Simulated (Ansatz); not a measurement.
# FGeH₉O₃Si₃: one species, many methods

How much do the methods differ for FGeH₉O₃Si₃? The plan is to run it at one geometry with functionals of several rungs and with coupled cluster, and see how far each lands from CCSD(T) at the basis-set limit for the atomisation energy.

Method: functionals in def2-TZVPP, the program's frozen cores in correlated methods; program: Ansatz 0.2.0, Gaussian basis.

The runs, in order: LDA (SPW92), PBE-D4, revPBE-D4, BLYP-D4, r2SCAN-D4, B97M-V, PBE0-D4, B3LYP-D4, r2SCANh-D4, r2SCAN0-D4, HSE06-D4, BHLYP-D4, CAM-B3LYP-D4, LC-ωPBE, ωB97X-V, ωB97M-V, B2PLYP, PBE-QIDH; CCSD(T)/def2-SVP; CCSD(T)/def2-TZVPP; MP2/def2-QZVPP; extrapolation to the limit; RPA on PBE.

### 1 The geometry

All runs share one geometry, relaxed beforehand with PBE0-D4 in a triple-zeta def2 set.

SMILES `[F][Ge]([O][SiH3])([O][SiH3])[O][SiH3]`, 17 atoms, charge 0, spin multiplicity 1.

Atoms are counted from 1 here; the program's logs count them from 0.

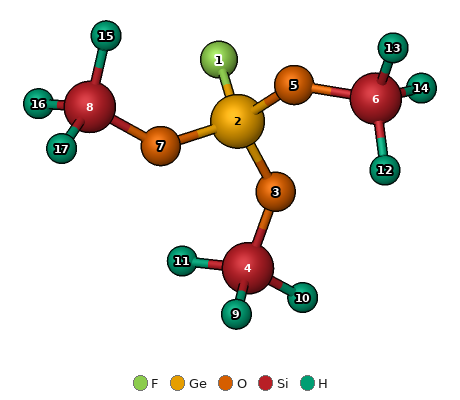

The structure; fluorine green, germanium amber, oxygen orange, silicon red, hydrogen teal; atoms are numbered from 1 in the order of the file.

As a file:

```xyz
17
FGeH9O3Si3
F    -1.91020    0.94465    1.02800
Ge   -0.54343    0.34738    0.18199
O    -0.94412   -1.17086   -0.54545
Si   -0.67836   -2.75243   -0.15305
O    -0.13570    1.50232   -1.03634
Si   -0.16149    1.50759   -2.68637
O     0.74356    0.13605    1.31910
Si    1.34022    0.96741    2.61405
H     0.74349   -3.10528   -0.39235
H    -1.55587   -3.56486   -1.02739
H    -1.01121   -2.99495    1.27379
H     0.74646    0.45932   -3.21852
H     0.30612    2.84630   -3.11508
H    -1.53822    1.26290   -3.18568
H     1.14463    2.42747    2.42418
H     0.64914    0.53096    3.85232
H     2.78607    0.65553    2.70701
```

### 2 LDA

This LDA is Slater exchange with PW92 correlation.

in.yaml

```yaml
crystal:
  periodic: [false, false, false]
  atoms:
    - {symbol: F, position_ang: [-1.910198, 0.944648, 1.028000]}
    - {symbol: Ge, position_ang: [-0.543425, 0.347381, 0.181987]}
    - {symbol: O, position_ang: [-0.944123, -1.170862, -0.545449]}
    - {symbol: Si, position_ang: [-0.678365, -2.752426, -0.153052]}
    - {symbol: O, position_ang: [-0.135698, 1.502320, -1.036338]}
    - {symbol: Si, position_ang: [-0.161489, 1.507586, -2.686371]}
    - {symbol: O, position_ang: [0.743563, 0.136054, 1.319099]}
    - {symbol: Si, position_ang: [1.340222, 0.967411, 2.614051]}
    - {symbol: H, position_ang: [0.743490, -3.105280, -0.392352]}
    - {symbol: H, position_ang: [-1.555869, -3.564863, -1.027391]}
    - {symbol: H, position_ang: [-1.011211, -2.994952, 1.273792]}
    - {symbol: H, position_ang: [0.746459, 0.459318, -3.218521]}
    - {symbol: H, position_ang: [0.306122, 2.846296, -3.115082]}
    - {symbol: H, position_ang: [-1.538217, 1.262900, -3.185685]}
    - {symbol: H, position_ang: [1.144632, 2.427470, 2.424179]}
    - {symbol: H, position_ang: [0.649137, 0.530962, 3.852322]}
    - {symbol: H, position_ang: [2.786072, 0.655534, 2.707011]}
basis:
  gaussian: {orbitals: def2-TZVPP}
hamiltonian: {xc: lda}
output: {orbitals: {seedname: orbitals}}
```

Launch:

```sh
ansatz run in.yaml --threads 4 --pin off --events-out ev --progress --plain --max-ram 66560MiB --backend cuda --devices 0, --max-vram 37GiB
```

The program printed, shortened:

```text
Functional definition: SPW92
  name "SPW92"
  cite "Dirac, Proc. Camb. Phil. Soc. 26, 376 (1930) doi:10.1017/S0305004100016108"
  cite "Slater, Phys. Rev. 81, 385 (1951) doi:10.1103/PhysRev.81.385"
  cite "Perdew & Wang, Phys. Rev. B 45, 13244 (1992) doi:10.1103/PhysRevB.45.13244"
[...]
2362 factors; their error is unknown
[...]
mean field -88923.39215781 eV, -3267.8743873594 hartree, gradient 8.6e-5 eV, S^2 0.000000; 0 other end points of the search recorded, 0 dependent functions left out
reference -88923.39221791 eV, -3267.8743895681 hartree; 58, 58 occupied and 366, 366 virtual orbitals, 2362 factors
Total energy: -88923.39221791 eV, -3267.8743895681 hartree
```

It took 2.9 s on 1 × H100 (card shared with other runs) with 4 threads of AMD EPYC 7R13, shared host; peak host memory 0.91 GiB.

With the free atoms at this level, -88854.137 eV in sum, the atomisation energy is 69.255 eV. HOMO -7.71 eV, LUMO -2.34 eV.

### 3 PBE-D4 (GGA)

Edit in.yaml of step 2 so:

```diff
@@ -22,3 +22,3 @@
   gaussian: {orbitals: def2-TZVPP}
-hamiltonian: {xc: lda}
-output: {orbitals: {seedname: orbitals}}
+hamiltonian: {xc: pbe, dispersion: d4}
+output: {forces: true, orbitals: {seedname: orbitals}}
```

Same command.

The program printed, shortened:

```text
Functional definition: PBE
  name "PBE"
  cite "Perdew, Burke & Ernzerhof, Phys. Rev. Lett. 77, 3865 (1996) doi:10.1103/PhysRevLett.77.3865"
  parent pbe
[...]
2362 factors; their error is unknown
[...]
mean field -89136.17122838 eV, -3275.6938739760 hartree, gradient 4.3e-5 eV, S^2 0.000000; 0 other end points of the search recorded, 0 dependent functions left out
[...]
Atom 13 at    -1.538217     1.262900    -3.185685 Å, force    -0.145462    -0.022942    -0.071543 eV/Å
Atom 14 at     1.144632     2.427470     2.424179 Å, force    -0.010478     0.164702    -0.004045 eV/Å
Atom 15 at     0.649137     0.530962     3.852322 Å, force    -0.068157    -0.041468     0.145840 eV/Å
Atom 16 at     2.786072     0.655534     2.707011 Å, force     0.159075    -0.035701     0.011126 eV/Å
Dipole moment:     0.208900    -0.119708    -0.071306 e Å
```

Wall time 3.7 s (1 × H100 (card shared with other runs) with 4 threads of AMD EPYC 7R13, shared host); peak host memory 0.92 GiB.

Atomisation energy: 61.136 eV (free atoms -89075.524 eV, run apart). HOMO -7.63 eV, LUMO -2.02 eV.

### 4 revPBE-D4 (GGA)

Edit in.yaml of step 3 so:

```diff
@@ -22,3 +22,3 @@
   gaussian: {orbitals: def2-TZVPP}
-hamiltonian: {xc: pbe, dispersion: d4}
-output: {forces: true, orbitals: {seedname: orbitals}}
+hamiltonian: {xc: {name: revPBE}, dispersion: d4}
+output: {orbitals: {seedname: orbitals}}
```

The command is unchanged.

The program printed, shortened:

```text
Functional definition: revPBE
  name "revPBE"
  cite "Zhang & Yang, Phys. Rev. Lett. 80, 890 (1998) doi:10.1103/PhysRevLett.80.890"
  cite "Perdew, Burke & Ernzerhof, Phys. Rev. Lett. 77, 3865 (1996) doi:10.1103/PhysRevLett.77.3865"
[...]
2362 factors; their error is unknown
[...]
mean field -89153.75557139 eV, -3276.3400866625 hartree, gradient 2.8e-5 eV, S^2 0.000000; 0 other end points of the search recorded, 0 dependent functions left out
reference -89153.75565160 eV, -3276.3400896101 hartree; 58, 58 occupied and 366, 366 virtual orbitals, 2362 factors
Total energy: -89155.03257036 eV, -3276.3870155093 hartree
```

It took 2.7 s on 1 × H100 (card shared with other runs) with 4 threads of AMD EPYC 7R13, shared host; peak host memory 0.93 GiB.

Atomisation energy: 59.703 eV (free atoms -89095.329 eV, run apart). HOMO -7.58 eV, LUMO -1.87 eV.

### 5 BLYP-D4 (GGA)

Edit in.yaml of step 4 so:

```diff
@@ -22,3 +22,3 @@
   gaussian: {orbitals: def2-TZVPP}
-hamiltonian: {xc: {name: revPBE}, dispersion: d4}
+hamiltonian: {xc: {name: BLYP}, dispersion: d4}
 output: {orbitals: {seedname: orbitals}}
```

Launched as before.

The program printed, shortened:

```text
Functional definition: BLYP
  name "BLYP"
  cite "Becke, Phys. Rev. A 38, 3098 (1988) doi:10.1103/PhysRevA.38.3098"
  cite "Lee, Yang & Parr, Phys. Rev. B 37, 785 (1988) doi:10.1103/PhysRevB.37.785"
[...]
2362 factors; their error is unknown
[...]
mean field -89166.50400522 eV, -3276.8085829646 hartree, gradient 2.6e-5 eV, S^2 0.000000; 0 other end points of the search recorded, 0 dependent functions left out
reference -89166.50453110 eV, -3276.8086022902 hartree; 58, 58 occupied and 366, 366 virtual orbitals, 2362 factors
Total energy: -89167.52884673 eV, -3276.8462451954 hartree
```

Wall time 3.2 s (1 × H100 (card shared with other runs) with 4 threads of AMD EPYC 7R13, shared host); peak host memory 0.92 GiB.

Atomisation energy: 60.899 eV (free atoms -89106.629 eV, run apart). HOMO -7.54 eV, LUMO -1.91 eV.

### 6 r2SCAN-D4 (meta-GGA)

Edit in.yaml of step 5 so:

```diff
@@ -22,3 +22,3 @@
   gaussian: {orbitals: def2-TZVPP}
-hamiltonian: {xc: {name: BLYP}, dispersion: d4}
-output: {orbitals: {seedname: orbitals}}
+hamiltonian: {xc: r2scan, dispersion: d4}
+output: {forces: true, orbitals: {seedname: orbitals}}
```

The command is unchanged.

The program printed, shortened:

```text
Functional definition: r2SCAN
  name "r2SCAN"
  cite "Furness, Kaplan, Ning, Perdew & Sun, J. Phys. Chem. Lett. 11, 8208 (2020) doi:10.1021/acs.jpclett.0c02405"
  cite "Furness, Kaplan, Ning, Perdew & Sun, J. Phys. Chem. Lett. 11, 9248 (2020) doi:10.1021/acs.jpclett.0c03077"
  parent r2scan
[...]
2362 factors; their error is unknown
[...]
Atom 13 at    -1.538217     1.262900    -3.185685 Å, force     0.033631     0.006096     0.001735 eV/Å
Atom 14 at     1.144632     2.427470     2.424179 Å, force     0.007252    -0.027045     0.010908 eV/Å
Atom 15 at     0.649137     0.530962     3.852322 Å, force     0.020853     0.016370    -0.022203 eV/Å
Atom 16 at     2.786072     0.655534     2.707011 Å, force    -0.034778     0.012620     0.005162 eV/Å
Dipole moment:     0.215430    -0.123740    -0.072967 e Å
```

Wall time 5.5 s (1 × H100 (card shared with other runs) with 4 threads of AMD EPYC 7R13, shared host); peak host memory 0.96 GiB.

With the free atoms at this level, -89099.057 eV in sum, the atomisation energy is 61.549 eV. HOMO -8.01 eV, LUMO -1.65 eV.

### 7 B97M-V (meta-GGA)

Edit in.yaml of step 6 so:

```diff
@@ -22,3 +22,3 @@
   gaussian: {orbitals: def2-TZVPP}
-hamiltonian: {xc: r2scan, dispersion: d4}
-output: {forces: true, orbitals: {seedname: orbitals}}
+hamiltonian: {xc: {name: B97M-V}}
+output: {orbitals: {seedname: orbitals}}
```

Launched as before.

The program printed, shortened:

```text
Functional definition: B97M-V
  name "B97M-V"
  cite "Mardirossian & Head-Gordon, J. Chem. Phys. 142, 074111 (2015) doi:10.1063/1.4907719"
  cite "Becke, J. Chem. Phys. 107, 8554 (1997) doi:10.1063/1.475007"
  cite "Vydrov & Van Voorhis, J. Chem. Phys. 133, 244103 (2010) doi:10.1063/1.3521275"
  # Of w^i u^j: cxij and so on, Table III.
[...]
  gx(w, u) = cx00 + cx01*u + cx02*u^2 + (cx10 + cx11*u)*w
[...]
  gos(w, u) = cos00 + cos01*u + cos03*u^3 + cos10*w + cos32*w^3*u^2
[...]
      + integral(e_c_pw_mod_opposite_spin*gos(b97_w_opposite, b97_u_opposite)) + vv10(b, c)
2362 factors; their error is unknown
[...]
mean field -89147.55304010 eV, -3276.1121478419 hartree, gradient 4.8e-5 eV, S^2 0.000000; 0 other end points of the search recorded, 0 dependent functions left out
reference -89147.55313930 eV, -3276.1121514873 hartree; 58, 58 occupied and 366, 366 virtual orbitals, 2362 factors
Total energy: -89147.55313930 eV, -3276.1121514873 hartree
```

Wall time 7 s (1 × H100 (card shared with other runs) with 4 threads of AMD EPYC 7R13, shared host); peak host memory 1 GiB.

Atomisation energy: 61.718 eV (free atoms -89085.835 eV, run apart). HOMO -8.14 eV, LUMO -1.88 eV.

### 8 PBE0-D4 (hybrid)

Edit in.yaml of step 7 so:

```diff
@@ -22,3 +22,3 @@
   gaussian: {orbitals: def2-TZVPP}
-hamiltonian: {xc: {name: B97M-V}}
+hamiltonian: {xc: pbe0, dispersion: d4}
 output: {orbitals: {seedname: orbitals}}
```

The command is unchanged.

The program printed, shortened:

```text
Functional definition: PBE0
  name "PBE0"
  cite "Adamo & Barone, J. Chem. Phys. 110, 6158 (1999) doi:10.1063/1.478522"
  cite "Perdew, Burke & Ernzerhof, Phys. Rev. Lett. 77, 3865 (1996) doi:10.1103/PhysRevLett.77.3865"
  parent pbe
[...]
2414 factors; their error is unknown
[...]
mean field -89140.30962209 eV, -3275.8459571399 hartree, gradient 5.6e-5 eV, S^2 0.000000; 0 other end points of the search recorded, 0 dependent functions left out
reference -89140.30967111 eV, -3275.8459589412 hartree; 58, 58 occupied and 366, 366 virtual orbitals, 2414 factors
Total energy: -89140.73491648 eV, -3275.8615864204 hartree
```

It took 5.5 s on 1 × H100 (card shared with other runs) with 4 threads of AMD EPYC 7R13, shared host; peak host memory 0.92 GiB.

With the free atoms at this level, -89080.416 eV in sum, the atomisation energy is 60.319 eV. HOMO -9.10 eV, LUMO -1.03 eV.

### 9 B3LYP-D4 (hybrid)

B3LYP here takes the VWN-RPA correlation.

Edit in.yaml of step 8 so:

```diff
@@ -22,3 +22,3 @@
   gaussian: {orbitals: def2-TZVPP}
-hamiltonian: {xc: pbe0, dispersion: d4}
-output: {orbitals: {seedname: orbitals}}
+hamiltonian: {xc: {name: B3LYP}, dispersion: d4}
+output: {forces: true, orbitals: {seedname: orbitals}}
```

The command is unchanged.

The program printed, shortened:

```text
Functional definition: B3LYP
  name "B3LYP"
  cite "Stephens, Devlin, Chabalowski & Frisch, J. Phys. Chem. 98, 11623 (1994) doi:10.1021/j100096a001"
  cite "Becke, Phys. Rev. A 38, 3098 (1988) doi:10.1103/PhysRevA.38.3098"
  cite "Lee, Yang & Parr, Phys. Rev. B 37, 785 (1988) doi:10.1103/PhysRevB.37.785"
  cite "Vosko, Wilk & Nusair, Can. J. Phys. 58, 1200 (1980) doi:10.1139/p80-159"
[...]
2402 factors; their error is unknown
[...]
Atom 13 at    -1.538217     1.262900    -3.185685 Å, force     0.095103     0.015051     0.030623 eV/Å
Atom 14 at     1.144632     2.427470     2.424179 Å, force     0.013533    -0.097460     0.014761 eV/Å
Atom 15 at     0.649137     0.530962     3.852322 Å, force     0.047253     0.032983    -0.078419 eV/Å
Atom 16 at     2.786072     0.655534     2.707011 Å, force    -0.091905     0.024059    -0.000406 eV/Å
Dipole moment:     0.223864    -0.130520    -0.073715 e Å
```

Run time: 7 s. Hardware: 1 × H100 (card shared with other runs) with 4 threads of AMD EPYC 7R13, shared host; peak host memory 1.1 GiB.

With the free atoms at this level, -89109.664 eV in sum, the atomisation energy is 61.164 eV. HOMO -8.89 eV, LUMO -1.30 eV.

### 10 r2SCANh-D4 (hybrid)

Edit in.yaml of step 9 so:

```diff
@@ -22,3 +22,3 @@
   gaussian: {orbitals: def2-TZVPP}
-hamiltonian: {xc: {name: B3LYP}, dispersion: d4}
-output: {forces: true, orbitals: {seedname: orbitals}}
+hamiltonian: {xc: {name: r2SCANh}, dispersion: d4}
+output: {orbitals: {seedname: orbitals}}
```

Same command.

The program printed, shortened:

```text
Functional definition: r2SCANh
  name "r2SCANh"
  cite "Bursch, Neugebauer, Ehlert & Grimme, J. Chem. Phys. 156, 134105 (2022) doi:10.1063/5.0086040"
  cite "Furness, Kaplan, Ning, Perdew & Sun, J. Phys. Chem. Lett. 11, 8208 (2020) doi:10.1021/acs.jpclett.0c02405"
  cite "Furness, Kaplan, Ning, Perdew & Sun, J. Phys. Chem. Lett. 11, 9248 (2020) doi:10.1021/acs.jpclett.0c03077"
  parent r2scan
[...]
2381 factors; their error is unknown
[...]
mean field -89159.63041079 eV, -3276.5559830284 hartree, gradient 5.1e-5 eV, S^2 0.000000; 0 other end points of the search recorded, 0 dependent functions left out
reference -89159.63042932 eV, -3276.5559837093 hartree; 58, 58 occupied and 366, 366 virtual orbitals, 2381 factors
Total energy: -89159.77365453 eV, -3276.5612471388 hartree
```

It took 6 s on 1 × H100 (card shared with other runs) with 4 threads of AMD EPYC 7R13, shared host; peak host memory 0.96 GiB.

Atomisation energy: 61.106 eV (free atoms -89098.667 eV, run apart). HOMO -8.55 eV, LUMO -1.31 eV.

### 11 r2SCAN0-D4 (hybrid)

Edit in.yaml of step 10 so:

```diff
@@ -22,3 +22,3 @@
   gaussian: {orbitals: def2-TZVPP}
-hamiltonian: {xc: {name: r2SCANh}, dispersion: d4}
+hamiltonian: {xc: {name: r2SCAN0}, dispersion: d4}
 output: {orbitals: {seedname: orbitals}}
```

Same command.

The program printed, shortened:

```text
Functional definition: r2SCAN0
  name "r2SCAN0"
  cite "Bursch, Neugebauer, Ehlert & Grimme, J. Chem. Phys. 156, 134105 (2022) doi:10.1063/5.0086040"
  cite "Furness, Kaplan, Ning, Perdew & Sun, J. Phys. Chem. Lett. 11, 8208 (2020) doi:10.1021/acs.jpclett.0c02405"
  cite "Furness, Kaplan, Ning, Perdew & Sun, J. Phys. Chem. Lett. 11, 9248 (2020) doi:10.1021/acs.jpclett.0c03077"
  parent r2scan
[...]
2414 factors; their error is unknown
[...]
mean field -89158.43876096 eV, -3276.5121907049 hartree, gradient 5.9e-5 eV, S^2 0.000000; 0 other end points of the search recorded, 0 dependent functions left out
reference -89158.43877704 eV, -3276.5121912958 hartree; 58, 58 occupied and 366, 366 virtual orbitals, 2414 factors
Total energy: -89158.59685028 eV, -3276.5180003801 hartree
```

It took 4.9 s on 1 × H100 (card shared with other runs) with 4 threads of AMD EPYC 7R13, shared host; peak host memory 0.96 GiB.

With the free atoms at this level, -89098.118 eV in sum, the atomisation energy is 60.479 eV. HOMO -9.36 eV, LUMO -0.81 eV.

### 12 HSE06-D4 (hybrid)

HSE06 is the plane-wave form, built on full-range PBE exchange.

Edit in.yaml of step 11 so:

```diff
@@ -22,3 +22,3 @@
   gaussian: {orbitals: def2-TZVPP}
-hamiltonian: {xc: {name: r2SCAN0}, dispersion: d4}
+hamiltonian: {xc: hse06, dispersion: d4}
 output: {orbitals: {seedname: orbitals}}
```

Same command.

The program printed, shortened:

```text
Functional definition: HSE06
  name "HSE06"
  cite "Heyd, Scuseria & Ernzerhof, J. Chem. Phys. 118, 8207 (2003) doi:10.1063/1.1564060"
  cite "Krukau, Vydrov, Izmaylov & Scuseria, J. Chem. Phys. 125, 224106 (2006) doi:10.1063/1.2404663"
  cite "Heyd & Scuseria, J. Chem. Phys. 120, 7274 (2004) doi:10.1063/1.1668634"
  cite "Ernzerhof & Perdew, J. Chem. Phys. 109, 3313 (1998) doi:10.1063/1.476928"
[...]
2414 factors; their error is unknown
188 factors; integrals over basis functions are off by at most 5.2e-7 eV
[...]
mean field -89139.39639350 eV, -3275.8123966081 hartree, gradient 3.3e-5 eV, S^2 0.000000; 0 other end points of the search recorded, 0 dependent functions left out
reference -89139.39645878 eV, -3275.8123990070 hartree; 58, 58 occupied and 366, 366 virtual orbitals, 2414 factors
Total energy: -89139.79863175 eV, -3275.8271785911 hartree
```

Run time: 5.5 s. Hardware: 1 × H100 (card shared with other runs) with 4 threads of AMD EPYC 7R13, shared host; peak host memory 0.94 GiB.

Atomisation energy: 60.348 eV (free atoms -89079.451 eV, run apart). HOMO -8.70 eV, LUMO -1.41 eV.

### 13 BHLYP-D4 (hybrid)

Edit in.yaml of step 12 so:

```diff
@@ -22,3 +22,3 @@
   gaussian: {orbitals: def2-TZVPP}
-hamiltonian: {xc: hse06, dispersion: d4}
+hamiltonian: {xc: {name: BHLYP}, dispersion: d4}
 output: {orbitals: {seedname: orbitals}}
```

Same command.

The program printed, shortened:

```text
Functional definition: BHLYP
  name "BHLYP"
  cite "Becke, J. Chem. Phys. 98, 1372 (1993) doi:10.1063/1.464304"
  cite "Becke, Phys. Rev. A 38, 3098 (1988) doi:10.1103/PhysRevA.38.3098"
  cite "Lee, Yang & Parr, Phys. Rev. B 37, 785 (1988) doi:10.1103/PhysRevB.37.785"
[...]
2627 factors; their error is unknown
[...]
mean field -89162.84707229 eV, -3276.6741931583 hartree, gradient 7.2e-5 eV, S^2 0.000000; 0 other end points of the search recorded, 0 dependent functions left out
reference -89162.84734237 eV, -3276.6742030834 hartree; 58, 58 occupied and 366, 366 virtual orbitals, 2627 factors
Total energy: -89163.49674191 eV, -3276.6980680764 hartree
```

Run time: 4.3 s. Hardware: 1 × H100 (card shared with other runs) with 4 threads of AMD EPYC 7R13, shared host; peak host memory 0.93 GiB.

With the free atoms at this level, -89103.628 eV in sum, the atomisation energy is 59.869 eV. HOMO -10.52 eV, LUMO -0.07 eV.

### 14 CAM-B3LYP-D4 (range-separated)

Edit in.yaml of step 13 so:

```diff
@@ -22,3 +22,3 @@
   gaussian: {orbitals: def2-TZVPP}
-hamiltonian: {xc: {name: BHLYP}, dispersion: d4}
+hamiltonian: {xc: {name: CAM-B3LYP}, dispersion: d4}
 output: {orbitals: {seedname: orbitals}}
```

The command is unchanged.

The program printed, shortened:

```text
Functional definition: CAM-B3LYP
  name "CAM-B3LYP"
  cite "Yanai, Tew & Handy, Chem. Phys. Lett. 393, 51 (2004) doi:10.1016/j.cplett.2004.06.011"
  cite "Iikura, Tsuneda, Yanai & Hirao, J. Chem. Phys. 115, 3540 (2001) doi:10.1063/1.1383587"
  cite "Becke, Phys. Rev. A 38, 3098 (1988) doi:10.1103/PhysRevA.38.3098"
  cite "Lee, Yang & Parr, Phys. Rev. B 37, 785 (1988) doi:10.1103/PhysRevB.37.785"
[...]
2402 factors; their error is unknown
573 factors; integrals over basis functions are off by at most 1.4e-5 eV
[...]
mean field -89168.47703492 eV, -3276.8810904689 hartree, gradient 8.7e-5 eV, S^2 0.000000; 0 other end points of the search recorded, 0 dependent functions left out
reference -89168.47722716 eV, -3276.8810975333 hartree; 58, 58 occupied and 366, 366 virtual orbitals, 2402 factors
Total energy: -89168.91925187 eV, -3276.8973416419 hartree
```

Wall time 3.5 s (1 × H100 (card shared with other runs) with 4 threads of AMD EPYC 7R13, shared host); peak host memory 0.95 GiB.

Atomisation energy: 61.841 eV (free atoms -89107.078 eV, run apart). HOMO -10.54 eV, LUMO -0.04 eV.

### 15 LC-ωPBE (range-separated)

Edit in.yaml of step 14 so:

```diff
@@ -22,3 +22,3 @@
   gaussian: {orbitals: def2-TZVPP}
-hamiltonian: {xc: {name: CAM-B3LYP}, dispersion: d4}
+hamiltonian: {xc: {name: LC-wPBE}}
 output: {orbitals: {seedname: orbitals}}
```

The command is unchanged.

The program printed, shortened:

```text
Functional definition: LC-wPBE
  name "LC-wPBE"
  cite "Vydrov & Scuseria, J. Chem. Phys. 125, 234109 (2006) doi:10.1063/1.2409292"
  cite "Heyd & Scuseria, J. Chem. Phys. 120, 7274 (2004) doi:10.1063/1.1668634"
  cite "Ernzerhof & Perdew, J. Chem. Phys. 109, 3313 (1998) doi:10.1063/1.476928"
  cite "Perdew, Burke & Ernzerhof, Phys. Rev. Lett. 77, 3865 (1996) doi:10.1103/PhysRevLett.77.3865"
  parent pbe
[...]
2362 factors; their error is unknown
750 factors; integrals over basis functions are off by at most 2.8e-5 eV
[...]
mean field -89147.07769137 eV, -3276.0946790983 hartree, gradient 5.2e-5 eV, S^2 0.000000; 0 other end points of the search recorded, 0 dependent functions left out
reference -89147.07769138 eV, -3276.0946790988 hartree; 58, 58 occupied and 366, 366 virtual orbitals, 2362 factors
Total energy: -89147.07769138 eV, -3276.0946790988 hartree
```

Run time: 4.4 s. Hardware: 1 × H100 (card shared with other runs) with 4 threads of AMD EPYC 7R13, shared host; peak host memory 0.95 GiB.

Atomisation energy: 60.800 eV (free atoms -89086.277 eV, run apart). HOMO -11.90 eV, LUMO 1.23 eV.

(Part 1 of 2 ends here.)
